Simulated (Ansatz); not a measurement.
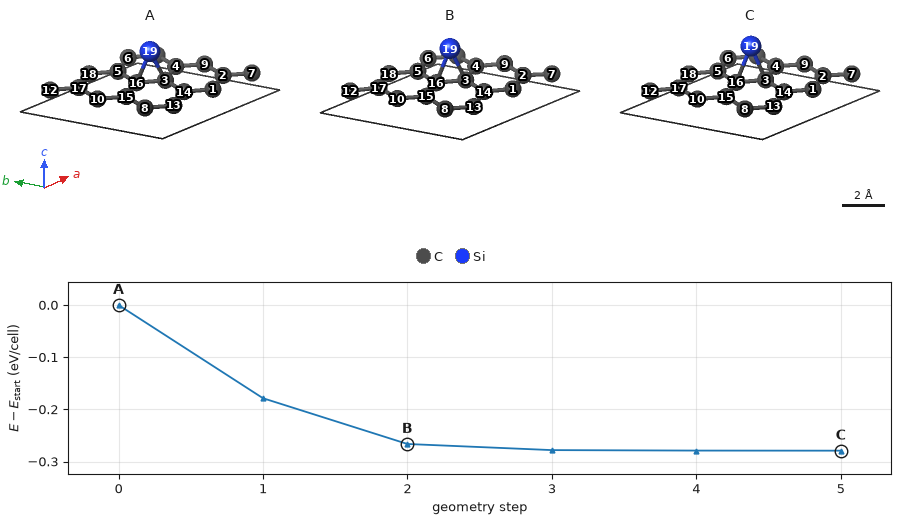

Frames of a relaxation of a slab of composition SiC₁₈, marked on the history of the run. A ball-and-stick model of the cell of the calculation, outlined in the plane, without the vacuum (origin shifted), seen from a free direction.

It is Si on graphene monolayer, set down by a guess. The run prepares an end point of a later path (adatom hop) calculation, from a guessed geometry.

Theory: Ansatz 0.2.0, DFT PBEsol, scalar-relativistic, plane waves, PAW. Set-up: plane-wave cutoff 420 eV; k-point mesh 2 × 2 × 1; occupations fermi dirac; smearing width 0.05 eV; collinear spin; atoms relaxed in a fixed cell; force threshold 0.03 eV/Å; at most 60 steps.

Question: What happens along the run?

Answer: After 5 geometry steps the energy has fallen by 0.279 eV per cell of the calculation. Largest force component: 2.5 eV/Å at the start, 0.0035 eV/Å at the end. The Si atom moves most relative to the layer's centre: 0.26 Å at 37° to the normal (+c side). Largest moves by element: Si 0.26 Å, C 0.05 Å. The cell stays as it was. Near-neighbour distances that change, for instance: C–Si 1.906 → 2.100 Å, C–Si 1.962 → 2.100 Å, C–C 1.424 → 1.448 Å, C–C 1.424 → 1.419 Å. Among the angles between lasting bonds that change: C–C–Si 105.6° → 100.7°, C–C–Si 95.5° → 100.4°, C–C–Si 66.3° → 69.8°. From step 0 to 2: the Si atom moves most (0.15 Å), energy −0.266 eV per cell of the calculation. From step 2 to 5: the Si atom moves most (0.14 Å), energy −12.8 meV per cell of the calculation.

| step | E − E(0), meV/atom | largest force component, eV/Å |
| --- | --- | --- |
| 0 | 0.00 | 2.4988 |
| 1 | -9.40 | 1.5484 |
| 2 | -14.02 | 0.2838 |
| 3 | -14.63 | 0.0723 |
| 4 | -14.68 | 0.0409 |
| 5 | -14.69 | 0.0035 |

Limits of the set-up: the k-point mesh is coarse for a cell with partly filled bands; the periodic images lie only 7.4 Å apart, so the values are limited by the cell's size.
